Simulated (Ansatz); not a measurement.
Band structure of GaFe3 (Pm-3m, 4 atoms in the cell).

```xyz
4
Lattice="3.6380 0.0000 0.0000 0.0000 3.6380 0.0000 0.0000 0.0000 3.6380" Properties=species:S:1:pos:R:3 pbc="T T T"
Ga     0.0000     0.0000     0.0000
Fe     0.0000     1.8190     1.8190
Fe     1.8190     0.0000     1.8190
Fe     1.8190     1.8190     0.0000
```
Moments meant for the start (each program seeds them in its own way; μB, in the order of the atoms Ga Fe Fe Fe): 0.0 4.0 4.0 4.0.

Method: LDA (PW92), PAW files made with PBE (plane waves; Ansatz, an electronic-structure program).

Settings: kpoints.mp_grid.grid = 6 6 6; hamiltonian.xc = lda; hamiltonian.pseudopotentials = {kind: paw} (the program's default PAW files); magnetization.spin_polarized = true; scf.occupations.method = gaussian; scf.occupations.width = 0.02 Ry; kpoints.band_path.npoints = 8.

The starting cell comes from a database of computed structures (which also holds hypothetical and non-ambient phases and stackings), without a prior relaxation at this level. The magnetic order is the one reached from the typed start; others were not searched systematically.

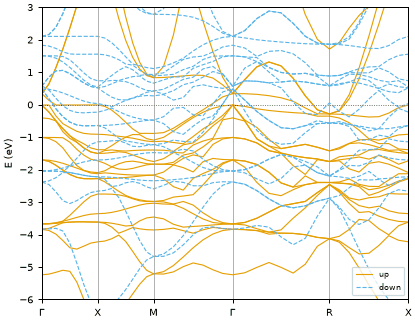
Fig. 1. Bands along the path, energies from the Fermi level.

Levels in eV from the Fermi level, bands 31 to 38 of the first spin channel:
```json
[
 {"point": "Γ", "31": "-0.01", "32": "-0.01", "33": "-0.01", "34": "0.34", "35": "0.34", "36": "0.34", "37": "5.38", "38": "7.52"},
 {"point": "X", "31": "-1.50", "32": "-1.39", "33": "-0.91", "34": "-0.01", "35": "4.87", "36": "4.87", "37": "6.07", "38": "6.19"},
 {"point": "M", "31": "-1.40", "32": "-1.14", "33": "-1.09", "34": "-0.89", "35": "0.83", "36": "0.83", "37": "7.22", "38": "7.61"},
 {"point": "R", "31": "-1.42", "32": "-1.42", "33": "-0.35", "34": "-0.29", "35": "-0.29", "36": "-0.29", "37": "1.71", "38": "4.76"}
]
```

Bands cross the Fermi level along this path, so the cell is metallic at this level.

The net moment of the cell came out as 6.72 μB.

Keys are those of Ansatz 0.2.
